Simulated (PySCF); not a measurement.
```xyz
11

C    -1.9805    0.4627   -0.0286
C    -0.7688   -0.0674    0.1137
C     0.3195    0.2929   -0.7997
O     0.2385    1.0451   -1.7371
C     1.6665   -0.3962   -0.4697
F     1.5255   -1.7423   -0.5345
F     2.0348   -0.1109    0.8025
H    -2.1735    1.1670   -0.8225
H    -2.7966    0.2163    0.6282
H    -0.5338   -0.7736    0.8962
H     2.4739   -0.0909   -1.1500
```

Geometry: GFN2-xTB.

These are results of PySCF, PBE0/pcSseg-1, SCF density, gas phase, non-relativistic, not measurements.

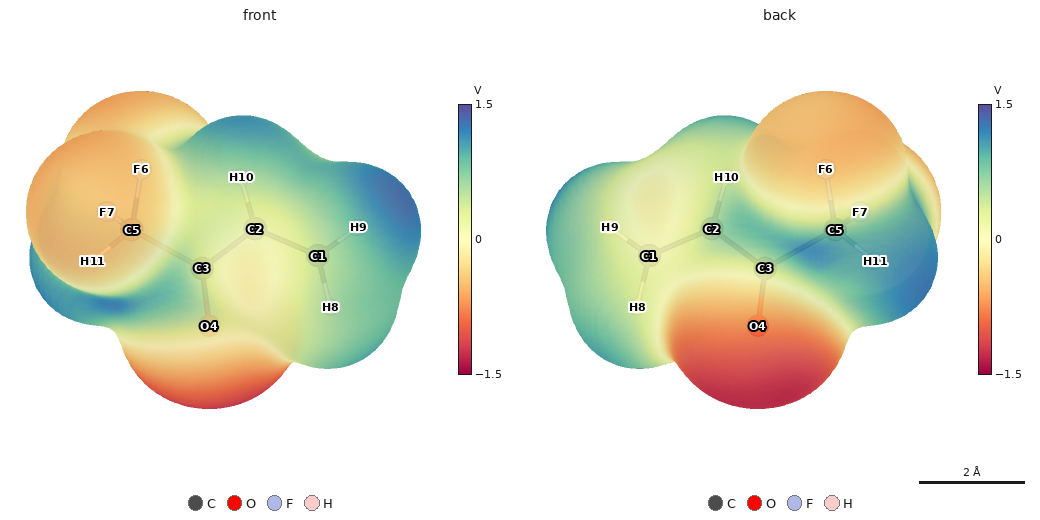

C4H4F2O. The electrostatic potential painted on the density surface at 0.002 e/bohr³, seen from the front and from behind; the colour scale runs from red (negative) to blue (positive).

Which sites attract a positive test charge, and which a negative one?

A positive charge is drawn to the negative regions and a negative charge to the positive ones. The most negative region (about −1.3 V, or −30 kcal/mol for a unit charge) lies over O4, the most positive (about +1.3 V, or +30 kcal/mol for a unit charge) over H9 and H11. O4 is the likeliest acceptor of a hydrogen bond.

What dipole moment does the calculation give?

Its dipole moment is 1.57 D.
